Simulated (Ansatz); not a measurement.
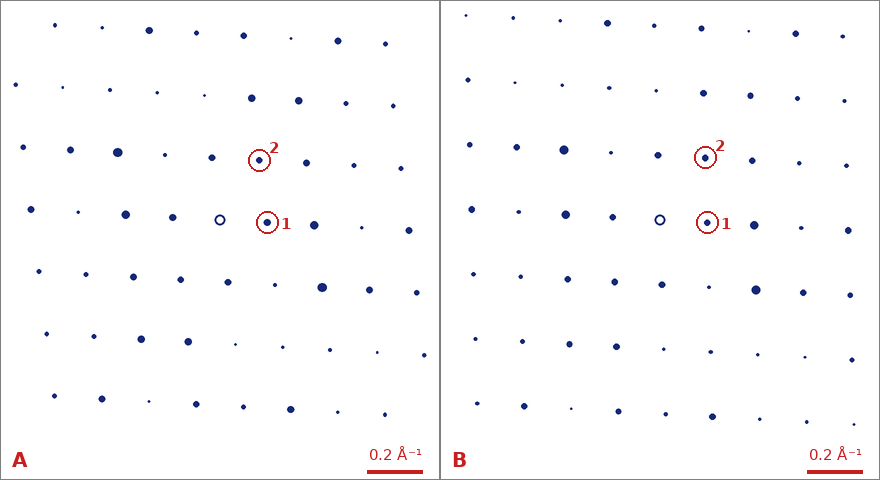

Kinematic electron diffraction patterns (120 kV, B = 0.5 Å², same scale) along [1-10] of the run's own cell, for the start and the end of one relaxation of K2Cl3 with DFT PBE, scalar-relativistic, plane waves, PAW (Ansatz 0.2.0). k mesh 6×6×6. The start is a generated model structure, and the relaxation ends in the nearest stationary point of its symmetry, not necessarily the ground state. Spot 1 is -1 -1 0 and spot 2 is -2 -2 -2 in both.

Start structure:

```yaml
crystal:
  lattice:
    - [3.96048, 2.28658, 7.07501]
    - [-3.96048, 2.28658, 7.07501]
    - [0.00000, -4.57316, 7.07501]
  atoms:
    - { symbol: K, position: [0.35722, 0.35722, 0.35722] }
    - { symbol: K, position: [0.14278, 0.14278, 0.14278] }
    - { symbol: K, position: [0.64278, 0.64278, 0.64278] }
    - { symbol: K, position: [0.85722, 0.85722, 0.85722] }
    - { symbol: Cl, position: [0.53051, 0.96949, 0.25000] }
    - { symbol: Cl, position: [0.25000, 0.53051, 0.96949] }
    - { symbol: Cl, position: [0.96949, 0.25000, 0.53051] }
    - { symbol: Cl, position: [0.46949, 0.03051, 0.75000] }
    - { symbol: Cl, position: [0.75000, 0.46949, 0.03051] }
    - { symbol: Cl, position: [0.03051, 0.75000, 0.46949] }
```

### Which pattern belongs to the start structure, and which to the relaxed one?

B is the start: its cell gives d(1) = 5.761 Å, d(2) = 3.538 Å and an angle of 57.1°. A is the relaxed structure, with d(1) = 5.745 Å (-0.3 %), d(2) = 3.801 Å (+7.5 %) and 59.8°.

### Name reflections whose intensity changes strongly on relaxation.

4 4 4 goes from 20 to 39 % of the strongest spot.

### What did the relaxation do to the structure and the energy?

The volume changed by +1.0 % to 38.83 Å³ an atom; with the mean shift removed, the atoms moved by up to 0.06 Å relative to the cell (K most); the space group stayed R-3c (No. 167); the free energy fell by 1.6 meV an atom. Relaxed cell: a = 8.801 Å, b = 8.801 Å, c = 8.801 Å, α = 51.73°, β = 51.73°, γ = 51.73°.
